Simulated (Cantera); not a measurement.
A closed system holds: 1 mol Si3N4, 18 mol H2, at 570 Torr.

Method: chemical equilibrium by Gibbs-energy minimisation in Cantera with the NASA 1993 tables (ideal gas, pure condensed phases). Candidate condensed phases: Si, Si3N4; 18 gas species. Mutual solubility and eutectic melting of coexisting phases are not modelled. The tables' values for SiN are old estimates; treat these amounts as uncertain. Gases not in the tables: Si2H6 and higher silanes. Equilibrium is a limit: real reactors are often held back by kinetics, nucleation or transport.

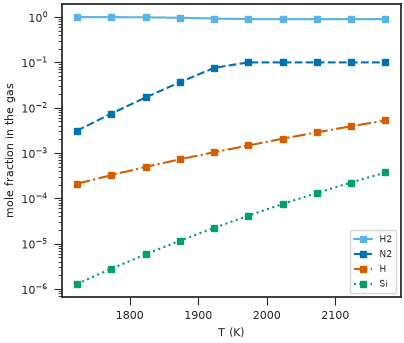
Equilibrium gas composition (values under 1e-9 drawn at 1e-9)

From 1723 K to 1923 K the condensed part is Si(l) + Si3N4(s). From 1973 K to 2173 K the condensed part is Si(l). The main Si-bearing gas is SiH2 at 1723 K and Si at 2173 K.
